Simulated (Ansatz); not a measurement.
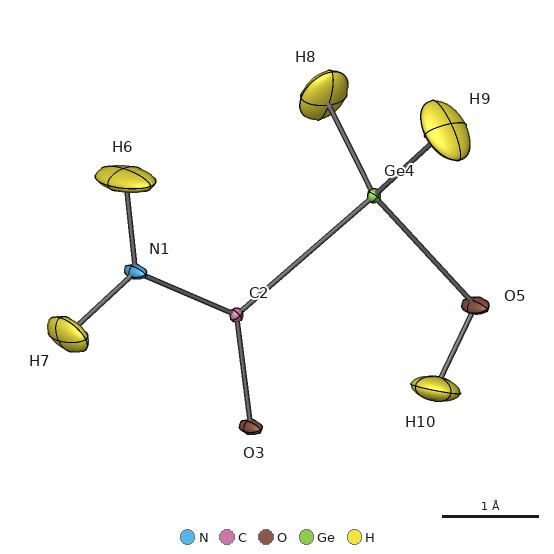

Displacement ellipsoids at the 50 % level, from the internal vibrations of the free molecule (harmonic, no overall translation or rotation; no half-axis is drawn under 0.075 Å). Vibrations computed with RKS PBE0-D4/def2-TZVP (Ansatz 0.2.0). Temperature: 100 K.

Give the displacement parameters, one line for each set of equivalent atoms.

```json
{"atom": "N1", "U_eq (Å²)": "0.0069", "rms amplitudes (Å)": "0.033, 0.051, 0.130"}
{"atom": "C2", "U_eq (Å²)": "0.0017", "rms amplitudes (Å)": "0.037, 0.039, 0.048"}
{"atom": "O3", "U_eq (Å²)": "0.0069", "rms amplitudes (Å)": "0.031, 0.056, 0.129"}
{"atom": "Ge4", "U_eq (Å²)": "0.00054", "rms amplitudes (Å)": "0.012, 0.020, 0.033"}
{"atom": "O5", "U_eq (Å²)": "0.0102", "rms amplitudes (Å)": "0.035, 0.069, 0.157"}
{"atom": "H6", "U_eq (Å²)": "0.0454", "rms amplitudes (Å)": "0.074, 0.140, 0.333"}
{"atom": "H7", "U_eq (Å²)": "0.0265", "rms amplitudes (Å)": "0.082, 0.134, 0.234"}
{"atom": "H8, H9", "U_eq (Å²)": "0.0307", "rms amplitudes (Å)": "0.090, 0.168, 0.236"}
{"atom": "H10", "U_eq (Å²)": "0.0245", "rms amplitudes (Å)": "0.082, 0.159, 0.203"}
```
